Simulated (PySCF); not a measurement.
SMILES OB(O)[SiH2][Si](Cl)(Cl)Cl at its GFN2-xTB optimised geometry (Å):

```
12

O      1.5248    -1.6156     0.0000
B      0.1723    -1.6156     0.0000
O     -0.4516    -2.8103    -0.0076
Si    -1.0213    -0.0278     0.0000
Si     0.1259     1.9510     0.5167
Cl    -0.3234     3.5787    -0.6080
Cl     2.1519     1.6457     0.2067
Cl     0.0020     2.5565     2.4548
H      1.9978    -0.7812     0.0102
H      0.1250    -3.5787    -0.0134
H     -2.1519    -0.0927     0.9402
H     -1.6721     0.2397    -1.2963
```

Calculation: PySCF with PBE0/def2-TZVP. Cells within 0.4 Å of a nucleus heavier than hydrogen are left out (blank, or x).

Map of the electrostatic potential (hartree/e), clipped to [-0.08, 0.12] on the plane z = 0.0 Å:

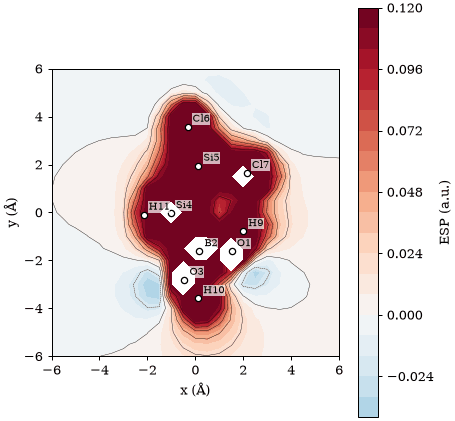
Figure. Electrostatic potential (hartree/e), clipped to [-0.08, 0.12] on the plane z = 0.0 Å.
